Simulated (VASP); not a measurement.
# A VASP study of MoSeO (RPBE): structure first, properties next, part 2 of 3

Aim: relax MoSeO, then compute properties on the relaxed cell. The cell is invented: it takes the structure of a Materials Project entry for MoSe2 (space group 160 there), with some of its atoms replaced by other elements, volume scaled by an estimate. It may not be a known or stable phase.

VASP 6.6.1; RPBE; plane waves and PAW (Mo_sv, Se, O); invented cell.

Still holding for the runs below: This run has no spin polarisation, although Mo can carry a moment. The bonds form layers, held to each other by dispersion, which RPBE lacks, so the spacing between them is unreliable.

So far. Step 2 (Rough relaxation of the start cell): It ends with a largest force of 0.025 eV/Å and a pressure of 0.16 GPa. The relaxed cell has a = 3.084, c = 19.947 Å (conventional setting).

## 3. Relaxing cell and atoms (RPBE)

Properties are meant for the cell that this level of theory prefers, so cell and atoms are relaxed first (ISIF = 3) until forces and stress are small; EDIFFG sets the threshold.

File INCAR:

```
SYSTEM = MoSeO
PREC = Accurate
ENCUT = 520
EDIFF = 1E-06
NELM = 100
ISMEAR = -1
SIGMA = 0.05
LREAL = .FALSE.
ALGO = Normal
GGA = RP
NBANDS = 19
LORBIT = 11
LWAVE = .FALSE.
LCHARG = .FALSE.
IBRION = 2
NSW = 60
ISIF = 3
EDIFFG = -0.01
```

File POSCAR:

```
MoSeO
1.0
    1.5418063790      0.8901623480      6.6490109574
   -1.5418063790      0.8901623480      6.6490109574
    0.0000000000     -1.7803246960      6.6490109574
Mo Se O
1 1 1
Direct
    0.6774353213      0.6774353213      0.6774353213
    0.2551585669      0.2551585669      0.2551585669
    0.4010731118      0.4010731118      0.4010731118
```

File KPOINTS:

```
Automatic mesh
0
Gamma
10 10 10
0 0 0
```

PAW data sets: Mo_sv, Se and O (PBE family, release 64).

Run with:

```
> mpirun -np 1 vasp_std
```

Output:

```text
[banner, memory and clock lines left out]
running    1 mpi-ranks, on    1 nodes
 distrk:  each k-point on    1 cores,    1 groups
 distr:  one band on    1 cores,    1 groups

 POSCAR found type information on POSCAR MoSeO
 POSCAR found :  3 types and       3 ions
 [... a notice as in an earlier step ...]

 LDA part: xc-table for (Slater+PW92), standard interpolation
 POSCAR, INCAR and KPOINTS ok, starting setup
 FFT: planning ... GRIDC
 FFT: planning ... GRID_SOFT
 FFT: planning ... GRID
 WAVECAR not read
 entering main loop
       N       E                     dE             d eps       ncg     rms          rms(c)
DAV:   1     0.216034099794E+03    0.21603E+03   -0.15381E+04  4528   0.129E+03
DAV:   2    -0.157250774960E+02   -0.23176E+03   -0.22693E+03  5402   0.351E+02
DAV:   3    -0.245607150315E+02   -0.88356E+01   -0.87412E+01  5119   0.679E+01
DAV:   4    -0.246478604142E+02   -0.87145E-01   -0.87090E-01  5232   0.703E+00
DAV:   5    -0.246486285865E+02   -0.76817E-03   -0.76813E-03  5146   0.642E-01    0.235E+01
DAV:   6    -0.223834937463E+02    0.22651E+01   -0.23465E+01  4753   0.344E+01    0.790E+00
DAV:   7    -0.217123326187E+02    0.67116E+00   -0.83521E+00  4766   0.182E+01    0.639E+00
DAV:   8    -0.215610560818E+02    0.15128E+00   -0.94450E-01  4714   0.701E+00    0.102E+00
DAV:   9    -0.215575537059E+02    0.35024E-02   -0.62068E-02  5373   0.163E+00    0.421E-01
DAV:  10    -0.215570270628E+02    0.52664E-03   -0.77734E-03  4827   0.669E-01    0.185E-01
DAV:  11    -0.215574680217E+02   -0.44096E-03   -0.20937E-03  4564   0.377E-01    0.611E-02
DAV:  12    -0.215574358617E+02    0.32160E-04   -0.31760E-04  5385   0.134E-01    0.199E-02
DAV:  13    -0.215574616333E+02   -0.25772E-04   -0.61447E-05  4528   0.566E-02    0.102E-02
DAV:  14    -0.215574687656E+02   -0.71323E-05   -0.12171E-05  4734   0.272E-02    0.549E-03
DAV:  15    -0.215574688280E+02   -0.62486E-07   -0.28231E-06  3998   0.130E-02
   1 F= -.21557469E+02 E0= -.21557466E+02  d E =-.215575E+02
 curvature:   0.00 expect dE= 0.000E+00 dE for cont linesearch  0.000E+00
 trial: gam= 0.00000 g(F)=  0.251E-04 g(S)=  0.435E-03 ort = 0.000E+00 (trialstep = 0.100E+01)
 search vector abs. value=  0.460E-03
 bond charge predicted
       N       E                     dE             d eps       ncg     rms          rms(c)
DAV:   1    -0.215629192165E+02   -0.54505E-02   -0.13157E-01  4660   0.355E+00    0.713E-01
DAV:   2    -0.215587944020E+02    0.41248E-02   -0.35730E-02  4687   0.131E+00    0.218E-01
DAV:   3    -0.215575718548E+02    0.12225E-02   -0.80803E-03  4555   0.456E-01    0.116E-01
DAV:   4    -0.215573513280E+02    0.22053E-03   -0.13282E-03  5037   0.296E-01    0.442E-02
DAV:   5    -0.215573366273E+02    0.14701E-04   -0.78814E-05  5014   0.683E-02    0.320E-02
DAV:   6    -0.215573346960E+02    0.19313E-05   -0.25567E-05  4863   0.325E-02    0.904E-03
DAV:   7    -0.215573330779E+02    0.16181E-05   -0.43985E-06  4051   0.143E-02    0.217E-03
DAV:   8    -0.215573327440E+02    0.33389E-06   -0.61352E-07  2609   0.555E-03
   2 F= -.21557333E+02 E0= -.21557330E+02  d E =0.136084E-03
[... from here on, the cycles between the ionic steps are left out ...]
   3 F= -.21557554E+02 E0= -.21557551E+02  d E =-.851549E-04
   4 F= -.21557599E+02 E0= -.21557597E+02  d E =-.451121E-04
   5 F= -.21557694E+02 E0= -.21557691E+02  d E =-.139784E-03
   6 F= -.21557703E+02 E0= -.21557700E+02  d E =-.149514E-03
   7 F= -.21557729E+02 E0= -.21557726E+02  d E =-.174766E-03
   8 F= -.21557743E+02 E0= -.21557740E+02  d E =-.144721E-04
   9 F= -.21557785E+02 E0= -.21557782E+02  d E =-.559833E-04
  10 F= -.21557863E+02 E0= -.21557860E+02  d E =-.134734E-03
  11 F= -.21558011E+02 E0= -.21558008E+02  d E =-.282167E-03
  12 F= -.21558228E+02 E0= -.21558225E+02  d E =-.498988E-03
  13 F= -.21558408E+02 E0= -.21558405E+02  d E =-.678888E-03
 curvature: -15.35 expect dE=-0.812E-02 dE for cont linesearch -0.313E-05
 trial: gam= 1.32933 g(F)=  0.349E-04 g(S)=  0.494E-03 ort = 0.235E-04 (trialstep = 0.433E+00)
 search vector abs. value=  0.536E-02
 bond charge predicted
       N       E                     dE             d eps       ncg     rms          rms(c)
DAV:   1    -0.215600979701E+02   -0.16903E-02   -0.16316E-01  4408   0.320E+00    0.251E-01
DAV:   2    -0.215591028772E+02    0.99509E-03   -0.11748E-02  4537   0.703E-01    0.181E-01
DAV:   3    -0.215586962335E+02    0.40664E-03   -0.17678E-03  4756   0.262E-01    0.692E-02
DAV:   4    -0.215585551904E+02    0.14104E-03   -0.51525E-04  4921   0.156E-01    0.274E-02
DAV:   5    -0.215585467829E+02    0.84075E-05   -0.37891E-05  5248   0.431E-02    0.140E-02
DAV:   6    -0.215585440658E+02    0.27170E-05   -0.42885E-06  4891   0.142E-02    0.599E-03
DAV:   7    -0.215585433189E+02    0.74698E-06   -0.13193E-06  3432   0.932E-03
  14 F= -.21558543E+02 E0= -.21558541E+02  d E =-.135682E-03
 trial-energy change:   -0.000136  1 .order   -0.000138   -0.000242   -0.000033
 step:   0.5012(harm=  0.5012)  dis= 0.00471  next Energy=   -21.558548 (dE=-0.140E-03)
 reached required accuracy - stopping structural energy minimisation
```

The job ended after 53 min (1 MPI rank of AMD EPYC 7R43, shared host; peak memory 0.53 GiB).

OUTCAR, selected parts (step 3):

```text
  LATTYP: Found a trigonal (rhomboedric) cell.
 ALAT       =     6.8832334428
 COS(alpha) =     0.8996529317

The static configuration has the point symmetry C_3v.

 Found    116 irreducible k-points:

   k-points           NKPTS =    116   k-points in BZ     NKDIM =    116   number of bands    NBANDS=     19

   dimension x,y,z NGX =    54 NGY =   54 NGZ =   54
   dimension x,y,z NGXF=   108 NGYF=  108 NGZF=  108

   ENCUT  =  520.0 eV  38.22 Ry    6.18 a.u.  12.80 12.80 12.80*2*pi/ulx,y,z

   NELECT =      26.0000    total number of electrons

 E-fermi :   5.4805

 k-point     1 :       0.0000    0.0000    0.0000
  band No.  band energies     occupation
    ...
      9       0.1938      2.00000
     10       1.8556      2.00000
     11       3.3885      2.00000
     12       3.3885      2.00000
     13       4.8945      1.99998
     14       6.9784      0.00000
     15       6.9784      0.00000
     16       7.9526      0.00000
     17       7.9526      0.00000
     18       9.0473      0.00000
    ...

 k-point     2 :       0.1000    0.0000   -0.0000
  band No.  band energies     occupation
    ...
      9       0.2647      2.00000
     10       1.8989      2.00000
     11       3.0562      2.00000
     12       3.2676      2.00000
     13       4.7774      2.00000
     14       6.8863      0.00000
     15       7.0510      0.00000
     16       7.3789      0.00000
     17       7.9304      0.00000
     18       9.4877      0.00000
    ...

  Total       -0.0166713     -0.0166713      0.0242039      0.0000000      0.0000000      0.0000000
  in kB       -0.4755672     -0.4755672      0.6904434      0.0000000      0.0000000      0.0000000
  external PRESSURE =      -0.0868970 kB  Pullay stress =       0.0000000 kB

  energy-cutoff  :      520.00
  volume of cell :       56.17
      direct lattice vectors                 reciprocal lattice vectors
     1.543320068  0.891036277  6.807143379     0.323976867  0.187048127  0.048968167
    -1.543320068  0.891036277  6.807143379    -0.323976867  0.187048127  0.048968167
     0.000000000 -1.782072554  6.807143379     0.000000000 -0.374096254  0.048968167

 POSITION                                       TOTAL-FORCE (eV/Angst)
 -----------------------------------------------------------------------------------
      0.00000     -0.00000     13.82977         0.000000     -0.000000      0.005671
      0.00000     -0.00000      5.24851        -0.000000      0.000000     -0.008530
      0.00000     -0.00000      8.15711         0.000000     -0.000000      0.002859
 -----------------------------------------------------------------------------------
    total drift:                               -0.000000      0.000001     -0.000596

  FREE ENERGIE OF THE ION-ELECTRON SYSTEM (eV)
  ---------------------------------------------------
  free  energy   TOTEN  =       -21.5585433189 eV

  energy  without entropy=      -21.5585381365  energy(sigma->0) =      -21.55854073

 total charge
# of ion       s       p       d       tot
------------------------------------------
    1        2.269   6.206   3.824  12.299
    2        1.489   2.331   0.074   3.894
    3        1.581   3.374   0.000   4.955
--------------------------------------------------
tot          5.340  11.911   3.897  21.149

[... 2 parts as in an earlier step ...]

[... 7 further parts left out ...]
```

Relaxation path:

```tsv
step	energy less that of the first step (eV)	largest force (eV/Å)	pressure (GPa)	volume (Å³)
1	0.0000	0.0167	0.28	54.75
2	0.0001	0.0890	-0.39	55.00
3	-0.0001	0.0240	0.01	54.85
4	-0.0001	0.0199	0.02	54.88
5	-0.0002	0.0097	0.02	54.98
6	-0.0002	0.0396	0.02	55.18
7	-0.0003	0.0236	0.01	55.09
8	-0.0003	0.0229	0.02	55.10
9	-0.0003	0.0215	0.00	55.13
10	-0.0004	0.0184	-0.02	55.20
11	-0.0005	0.0123	-0.05	55.33
12	-0.0008	0.0067	-0.13	55.60
13	-0.0009	0.0200	-0.27	56.13
14	-0.0011	0.0085	-0.01	56.17
```

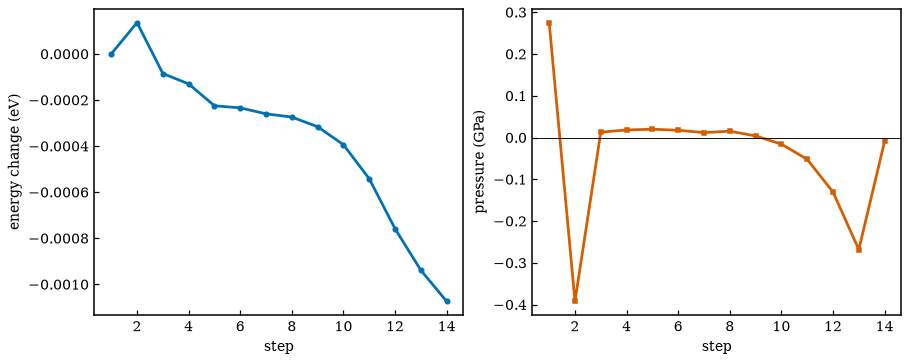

Energy and pressure along the relaxation.

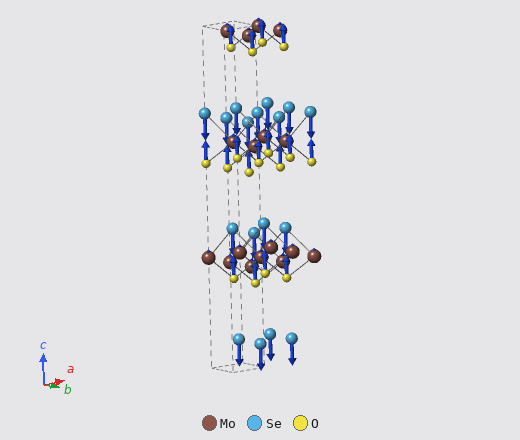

Displacements in the relaxation, exaggerated, measured against the changing cell; the longest in the cell stands for 0.04 Å. Bonds to atoms that aren't drawn are left out. 2×2×1 conventional cells are drawn. Some periodic images of atoms are drawn too.

```tsv
conventional cell, symmetrised	before	after	change
a (Å)	3.084	3.087	+0.1 %
b (Å)	3.084	3.087	+0.1 %
c (Å)	19.947	20.421	+2.4 %
volume (Å³/atom)	18.25	18.72	+2.6 %
```

The atoms that moved most (Å, as changes of fractional coordinates times the final cell):

```tsv
atom	dx	dy	dz	length
Se2	0.000	0.000	0.038	0.038
O3	0.000	0.000	-0.033	0.033
```

Final coordinates:

```xyz
3
Lattice="1.5433 0.8910 6.8071 -1.5433 0.8910 6.8071 0.0000 -1.7821 6.8071" Properties=species:S:1:pos:R:3 pbc="T T T"
Mo    0.0000    0.0000   13.8298
Se    0.0000    0.0000    5.2485
O     0.0000    0.0000    8.1571
```

Numbers from this step:

```yaml
irreducible_k_points: 116
free_energy_toten: -21.56 eV
fermi_energy: 5.481 eV
pressure: -0.008690 GPa
conduction_bottom_at_k: -0.4, 0.3, 0
scf_cycles_over_all_ionic_steps: 106
gap_on_the_k_mesh: 0.8688 eV
least_direct_gap_on_the_k_mesh: 1.857 eV
```

It ends with a largest force of 0.009 eV/Å and a pressure of -0.01 GPa.

## 4. Second relaxation

A relaxation keeps the plane waves of the cell it began with, so it is repeated from the new cell, on a basis made for it.

INCAR is that of step 3.

File POSCAR:

```
MoSeO
1.0
    1.5433200684      0.8910362770      6.8071433786
   -1.5433200684      0.8910362770      6.8071433786
    0.0000000000     -1.7820725541      6.8071433786
Mo Se O
1 1 1
Direct
    0.6772186040      0.6772186040      0.6772186040
    0.2570098439      0.2570098439      0.2570098439
    0.3994385521      0.3994385521      0.3994385521
```

KPOINTS is that of step 3.

Run with:

```
> mpirun -np 1 vasp_std
```

Output:

```text
[... set-up lines as in an earlier step ...]
 entering main loop
       N       E                     dE             d eps       ncg     rms          rms(c)
DAV:   1     0.213847873663E+03    0.21385E+03   -0.15315E+04  4576   0.129E+03
DAV:   2    -0.159680027246E+02   -0.22982E+03   -0.22513E+03  5413   0.349E+02
DAV:   3    -0.245755718509E+02   -0.86076E+01   -0.85134E+01  5134   0.670E+01
DAV:   4    -0.246648526096E+02   -0.89281E-01   -0.89199E-01  5274   0.701E+00
DAV:   5    -0.246656163888E+02   -0.76378E-03   -0.76374E-03  5176   0.632E-01    0.235E+01
DAV:   6    -0.223902237225E+02    0.22754E+01   -0.23612E+01  4771   0.344E+01    0.790E+00
DAV:   7    -0.217198547172E+02    0.67037E+00   -0.84402E+00  4744   0.183E+01    0.638E+00
DAV:   8    -0.215637288749E+02    0.15613E+00   -0.96515E-01  4690   0.707E+00    0.100E+00
DAV:   9    -0.215597784381E+02    0.39504E-02   -0.62977E-02  5376   0.164E+00    0.424E-01
DAV:  10    -0.215590837363E+02    0.69470E-03   -0.79301E-03  4826   0.675E-01    0.185E-01
DAV:  11    -0.215594304227E+02   -0.34669E-03   -0.21509E-03  4591   0.380E-01    0.617E-02
DAV:  12    -0.215593888578E+02    0.41565E-04   -0.32210E-04  5496   0.135E-01    0.201E-02
DAV:  13    -0.215594052307E+02   -0.16373E-04   -0.58991E-05  4558   0.566E-02    0.104E-02
DAV:  14    -0.215594096187E+02   -0.43880E-05   -0.11273E-05  4827   0.263E-02    0.560E-03
DAV:  15    -0.215594094570E+02    0.16172E-06   -0.28655E-06  3799   0.129E-02
   1 F= -.21559409E+02 E0= -.21559407E+02  d E =-.215594E+02
 curvature:   0.00 expect dE= 0.000E+00 dE for cont linesearch  0.000E+00
 trial: gam= 0.00000 g(F)=  0.584E-05 g(S)=  0.236E-04 ort = 0.000E+00 (trialstep = 0.100E+01)
 search vector abs. value=  0.294E-04
 bond charge predicted
       N       E                     dE             d eps       ncg     rms          rms(c)
DAV:   1    -0.215595051358E+02   -0.95517E-04   -0.39482E-03  4540   0.568E-01    0.528E-02
DAV:   2    -0.215594417608E+02    0.63375E-04   -0.36206E-04  4720   0.122E-01    0.322E-02
DAV:   3    -0.215594238387E+02    0.17922E-04   -0.84583E-05  4906   0.618E-02    0.160E-02
DAV:   4    -0.215594164033E+02    0.74355E-05   -0.23854E-05  4916   0.312E-02    0.496E-03
DAV:   5    -0.215594159703E+02    0.43292E-06   -0.16033E-06  3478   0.915E-03
   2 F= -.21559416E+02 E0= -.21559413E+02  d E =-.651334E-05
 trial-energy change:   -0.000007  1 .order   -0.000008   -0.000029    0.000014
 step:   0.6852(harm=  0.6852)  dis= 0.00019  next Energy=   -21.559420 (dE=-0.101E-04)
 bond charge predicted
       N       E                     dE             d eps       ncg     rms          rms(c)
DAV:   1    -0.215594268844E+02   -0.10481E-04   -0.39300E-04  4540   0.179E-01    0.167E-02
DAV:   2    -0.215594206550E+02    0.62294E-05   -0.35260E-05  4699   0.381E-02    0.101E-02
DAV:   3    -0.215594192036E+02    0.14514E-05   -0.81628E-06  4129   0.193E-02    0.500E-03
DAV:   4    -0.215594185160E+02    0.68759E-06   -0.23684E-06  2893   0.104E-02
   3 F= -.21559419E+02 E0= -.21559416E+02  d E =-.905902E-05
 curvature:  -0.34 expect dE=-0.193E-05 dE for cont linesearch -0.864E-07
 trial: gam= 0.28351 g(F)=  0.290E-05 g(S)=  0.272E-05 ort =-0.272E-05 (trialstep = 0.937E+00)
 search vector abs. value=  0.644E-05
 reached required accuracy - stopping structural energy minimisation
```

Wall time 18 min (1 MPI rank); peak memory 0.46 GiB.

(Part 2 of 3 ends here.)

[Lines on the potential files, build, host, timing and source positions are cut from VASP's logs without a mark.]

[Logs are printed without paths, hosts, clocks, repeated set-up lines and the standing remarks that a program may print on its own settings, such as how far it seeks lower states.]

[Hosts, paths, dates, database ids (printed as entryN), source tags and the programs' standing remarks are cut or masked in the printed files.]

[A measured line is paired with the nearest computed mode of its activity, which favours agreement.]
